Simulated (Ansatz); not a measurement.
The figure comes from a scan of HfN (rock salt): one N atom of a 2-atom cell moves by s along Cartesian z, with its periodic images. Level of theory: r2SCAN (plane waves to 500 eV, PAW, scalar-relativistic; Ansatz, a program for electronic structure). k mesh 14×14×14 (Γ-centred), Fermi-Dirac smearing 0.05 eV. Left out: 4 of 11 points, with atoms too close for the PAW data. With partly filled bands, energies and forces of such displacements shift with the k mesh and the smearing. F∥ is the force on the atom along that direction. HfN is run without spin polarisation. HfN was relaxed with its symmetry unable to fall. Spin-orbit coupling is left out, though Hf is heavy. The PAW data are Ansatz's earlier set. 

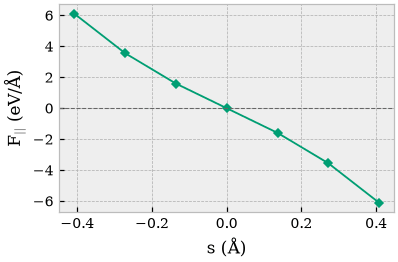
*F∥ (eV/Å) against s (Å); computed points joined by lines.*

Problem. Read the plotted values off the figure, to the accuracy that the plot allows.

Solution. To the nearest 0.2:

```csv
s (Å),F∥ (eV/Å)
-0.408,6.2
-0.272,3.6
-0.136,1.6
0.000,0.0
0.136,-1.6
0.272,-3.6
0.408,-6.2
```

(A displaced cell: forces are minus the slopes of the energy, force constants its curvatures, and phonons follow from these.)
